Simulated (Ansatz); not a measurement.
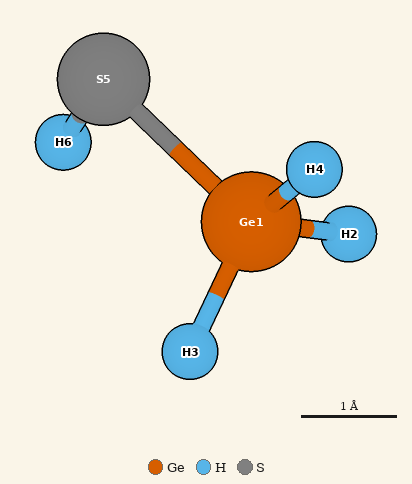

*The structure (ball-and-stick view, seen at a tilt; atoms are numbered from 1 in the order of the input). Sticks mark near contacts.*

# Single-point calculation, with input and output: GeH$_{4}$S

- system: GeH$_{4}$S
- method: RKS B97M-V/def2-TZVPP (Ansatz 0.2.0)

The geometry comes from this level: PBE0-D4/def2-TZVP.

Output:
```
Functional definition: B97M-V
  name "B97M-V"
  cite "Mardirossian & Head-Gordon, J. Chem. Phys. 142, 074111 (2015) doi:10.1063/1.4907719"
  cite "Becke, J. Chem. Phys. 107, 8554 (1997) doi:10.1063/1.475007"
  cite "Vydrov & Van Voorhis, J. Chem. Phys. 133, 244103 (2010) doi:10.1063/1.3521275"
  # Of w^i u^j: cxij and so on, Table III.
  parameter cx00 = 1.000
  parameter cx01 = 1.308
  parameter cx02 = 1.901
  parameter cx10 = 0.416
  parameter cx11 = 3.070
  parameter css00 = 1.000
  parameter css02 = -1.855
  parameter css10 = -5.668
  parameter css32 = -20.497
  parameter css42 = -20.364
  parameter cos00 = 1.000
  parameter cos01 = 1.573
  parameter cos03 = -6.298
  parameter cos10 = 2.535
  parameter cos32 = -6.427
  parameter b = 6.0
  parameter c = 0.01
  gx(w, u) = cx00 + cx01*u + cx02*u^2 + (cx10 + cx11*u)*w
  gss(w, u) = css00 + css02*u^2 + css10*w + (css32*w^3 + css42*w^4)*u^2
  gos(w, u) = cos00 + cos01*u + cos03*u^3 + cos10*w + cos32*w^3*u^2
  exchange = spin_sum(e_x_unif_s*gx(b97_w, b97_u_x))
  correlation = spin_sum(e_c_pw_mod_same_spin*gss(b97_w, b97_u_same))
      + integral(e_c_pw_mod_opposite_spin*gos(b97_w_opposite, b97_u_opposite)) + vv10(b, c)
878 factors; their error is unknown
mean field evaluation 1: about -67405.4936 eV, gradient 2.1e1 eV
mean field evaluation 2: about -67405.6442 eV, gradient 2.3e1 eV
mean field evaluation 4: about -67406.3951 eV, gradient 1.3e0 eV
mean field evaluation 8: about -67406.3872 eV, gradient 9.3e-2 eV
mean field evaluation 16: about -67406.3872 eV, gradient 2.9e-5 eV
mean field -67406.38723275 eV, -2477.1390411133 hartree, gradient 2.9e-5 eV, S^2 0.000000; 0 other end points of the search recorded, 0 dependent functions left out
reference -67406.38728251 eV, -2477.1390429420 hartree; 26, 26 occupied and 120, 120 virtual orbitals, 878 factors
Total energy: -67406.38728251 eV, -2477.1390429420 hartree
```

This output came from the following input.

Input file:
```yaml
crystal:
  periodic: [false, false, false]
  atoms:
    - {symbol: Ge, position_ang: [-1.098170, -0.039071, 0.242334]}
    - {symbol: H, position_ang: [-0.825213, -0.345891, -1.238089]}
    - {symbol: H, position_ang: [-2.422443, 0.727554, 0.379996]}
    - {symbol: H, position_ang: [-1.135561, -1.332416, 1.063796]}
    - {symbol: S, position_ang: [0.575711, 1.140100, 1.110723]}
    - {symbol: H, position_ang: [0.425191, 2.175432, 0.268453]}
basis:
  gaussian: {orbitals: def2-TZVPP}
hamiltonian: {xc: {name: B97M-V}}
```

Launch command:
```bash
ansatz run in.yaml --threads 2 --pin off --events-out ev --progress --plain --max-ram 4352MiB
```

Results in brief:

```json
{"quantity": "outcome", "value": "converged"}
{"quantity": "total energy", "value": "−67406.3873 eV"}
{"quantity": "SCF solution under orbital rotations", "value": "stable"}
{"quantity": "hardware", "value": "2 CPU threads, shared host"}
{"quantity": "wall time", "value": "5.5 s (CPU time 10 s)"}
{"quantity": "peak memory", "value": "0.38 GiB"}
```
